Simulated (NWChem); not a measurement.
# GeF2 (SMILES [F][Ge][F]) at 4 levels

Aim: a comparison of 4 runs (BLYP/def2-TZVPP, PBE/def2-TZVPP, SVWN5/def2-TZVPP, CCSD(T)/def2-TZVPP) of GeF2. 

Program for the calculation: NWChem 7.3.0.

### 1 The structure to begin with

GeF2: 3 atoms, total charge 0, spin state singlet. As SMILES, `[F][Ge][F]`. The shape is that of a PBE0-D4/def2-TZVP optimisation.

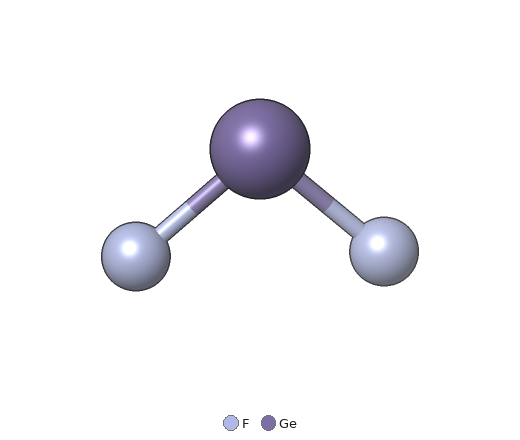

Viewed from a chosen angle; fluorine light blue, germanium purple.

### 2 Energy and gradient at BLYP/def2-TZVPP (run 1)

Contents of m1.xyz:

```xyz
3

F     -0.675900    -1.101800    -0.497500
Ge     0.637500    -0.295200     0.320200
F      0.027600     1.332100     0.164100
```

Contents of m1.nw:

```
echo
start m1
memory 2200 mb

geometry units angstroms noautosym nocenter noautoz
  load format xyz m1.xyz
end

basis "ao basis" spherical bse
  * library def2-TZVPP
end

dft
  xc becke88 lyp
  grid fine
  convergence energy 1e-08
  maxiter 100
  mulliken
  print low
end

task dft gradient
```

Command:

```bash
nwchem m1.nw > m1.out
```

Standard output:

```text
[...]
 d= 0,ls=0.0,diis     1  -2276.7753592557 -2.47D+03  1.69D-02  1.70D+00     5.9
[...]
 d= 0,ls=0.0,diis    10  -2276.9216544181 -3.58D-09  5.59D-07  3.73D-08    36.9
         Total DFT energy =    -2276.921654418051
      One electron energy =    -3554.027334576592
           Coulomb energy =     1186.085986447471
    Exchange-Corr. energy =     -100.043037731513
 Nuclear repulsion energy =      191.062731442584
[...]
      Total Density - Mulliken Population Analysis
     ---------------------------------------------
    Atom       Charge   Shell Charges
 -----------   ------   -------------------------------------------------------
    1 F    9     9.33   0.77  1.20  0.63  0.96  0.36  2.29  2.04  1.08  0.00  0.01  0.00
    2 Ge  32    31.34   2.00  2.00  1.18  0.77  1.16  0.82  5.98  4.43  1.56  0.83  0.29  8.84  1.10  0.17  0.13  0.08
    3 F    9     9.33   0.77  1.20  0.63  0.96  0.36  2.29  2.04  1.08  0.00  0.01  0.00
[...]
                         DFT ENERGY GRADIENTS
    atom               coordinates                        gradient
                 x          y          z           x          y          z
   1 F      -1.277266  -2.082100  -0.940139    0.014466   0.009931   0.009123
   2 Ge      1.204700  -0.557847   0.605090   -0.020635   0.008783  -0.010450
   3 F       0.052156   2.517304   0.310104    0.006169  -0.018715   0.001327
 Task  times  cpu:       51.2s     wall:       51.2s
 Total times  cpu:       51.3s     wall:       51.3s
```

Run time: 52 s. Hardware: 1 thread of Intel Xeon Platinum 8259CL at 2.50GHz (Skylake/Cascade Lake), shared host; peak memory 0.13 GiB.

### 3 Energy and gradient at PBE/def2-TZVPP (run 2)

Contents of run.py:

```python
from ase import Atoms
from ase.calculators.nwchem import NWChem

mol = Atoms(['F', 'Ge', 'F'], positions=[
    [-0.675900, -1.101800, -0.497500],
    [0.637500, -0.295200, 0.320200],
    [0.027600, 1.332100, 0.164100],
])

calc = NWChem(
    label='a',
    theory='dft',
    memory='2200 mb',
    basis='def2-TZVPP',
    basispar='spherical bse',
    dft={'xc': 'xpbe96 cpbe96', 'mult': '1', 'grid': 'fine', 'convergence': 'energy 1e-08', 'iterations': '100', 'mulliken': None},
)
mol.calc = calc

forces = mol.get_forces()
print("Total energy (eV):", round(mol.get_potential_energy(), 6))
print("forces (eV/A):")
for s, f in zip(mol.symbols, forces):
    print(f"{s:2s} {f[0]:10.5f} {f[1]:10.5f} {f[2]:10.5f}")
print("dipole (e A):", mol.get_dipole_moment().round(4))
```

Command:

```bash
export ASE_NWCHEM_COMMAND="nwchem PREFIX.nwi > PREFIX.nwo"
python run.py
```

Standard output:

```text
Total energy (eV): -61943.056238
forces (eV/A):
F    -0.52199   -0.35918   -0.32931
Ge    0.74397   -0.31640    0.37682
F    -0.22204    0.67553   -0.04751
dipole (e A): [ 0.3977 -0.1698  0.2014]
```

The calculator wrote a.nwi:

```
title "a"

permanent_dir a

scratch_dir a

start a

geometry units angstrom nocenter noautosym noautoz
  F  -6.7589999999999995e-01 -1.1017999999999999e+00 -4.9750000000000000e-01
  Ge 6.3749999999999996e-01 -2.9520000000000002e-01 3.2019999999999998e-01
  F  2.7600000000000000e-02 1.3321000000000001e+00 1.6410000000000000e-01
end

memory 2200 mb

basis spherical bse noprint
   * library def2-TZVPP
end

dft
  xc xpbe96 cpbe96
  mult 1
  grid fine
  convergence energy 1e-08
  iterations 100
  mulliken
end

task dft gradient
```

a.nwo, shortened:

```text
[...]
         Total DFT energy =    -2276.365348783746
[...]
  wavefunction    = closed shell
                         DFT ENERGY GRADIENTS
    atom               coordinates                        gradient
                 x          y          z           x          y          z
   1 F      -1.277266  -2.082100  -0.940139    0.010151   0.006985   0.006404
   2 Ge      1.204700  -0.557847   0.605090   -0.014468   0.006153  -0.007328
   3 F       0.052156   2.517304   0.310104    0.004318  -0.013137   0.000924
[...]
```

Wall time 58 s (1 thread of Intel Xeon Platinum 8259CL at 2.50GHz (Skylake/Cascade Lake), shared host); peak memory 0.13 GiB.

Run 3 isn't shown in full; the table further down has it.

### 4 The energy at CCSD(T)/def2-TZVPP (run 4)

Contents of job.nw:

```
start job
title "F2Ge"
memory stack 880 mb heap 220 mb global 1100 mb

geometry units angstrom noautosym nocenter noautoz
F    -0.675900   -1.101800   -0.497500
Ge    0.637500   -0.295200    0.320200
F     0.027600    1.332100    0.164100
end

basis spherical bse
F library def2-TZVPP
Ge library def2-TZVPP
end

scf
thresh 1e-08
maxiter 80
end

ccsd
freeze core 11
maxiter 60
end

task ccsd(t) energy
```

Command:

```bash
nwchem job.nw > job.out
```

Standard output:

```text
[...]
  functions       =   110
[...]
  wavefunction    = RHF
[...]
         Total SCF energy =  -2274.415380741615
      One-electron energy =  -3555.298444243459
      Two-electron energy =   1089.820332059261
 Nuclear repulsion energy =    191.062731442584
        Time for solution =     84.8s
[...]
 Total MP2 energy:          -2275.143666252733055
[...]
             energy      energy      error      ampl     ampl      Block
                                                time     time      time
[...]
 Total CCSD energy:          -2275.140388887778045
[...]
 Total CCSD+T(CCSD) energy:          -2275.166992057547759
[...]
 Total CCSD(T) energy:               -2275.164410106400737
[...]
```

Run time: 12 min. Hardware: 1 thread of Intel Xeon Platinum 8259CL at 2.50GHz (Skylake/Cascade Lake), shared host; peak memory 0.45 GiB.

### 5 Overview of the runs

```
run               level      task  integration grid   energy (Eh)  largest force (eV/Å)  wall time
  1     BLYP/def2-TZVPP  gradient              fine  -2276.921654                 1.272       52 s
  2      PBE/def2-TZVPP  gradient              fine  -2276.365349                 0.892       58 s
  3    SVWN5/def2-TZVPP  gradient              fine  -2272.463830                 0.076       72 s
  4  CCSD(T)/def2-TZVPP    energy                 –  -2275.164410                     –     12 min
```

### 6 Summary of results

| quantity | value |
| --- | --- |
| run 4: total energy | -2275.16441 Eh |
| run 4: HOMO energy (Hartree–Fock orbitals) | -11.75 eV |
| run 4: LUMO energy (Hartree–Fock orbitals) | 0.44 eV |
| run 4: HOMO–LUMO gap (Hartree–Fock orbitals) | 12.20 eV |
| run 4: correlation energy (11 core orbitals frozen) | -749.0 mEh |
| run 4: (T) correction | -24.02 mEh |

In words: Totals of different functionals can't be ranked against each other. All runs together took 15 min, the longest 12 min.
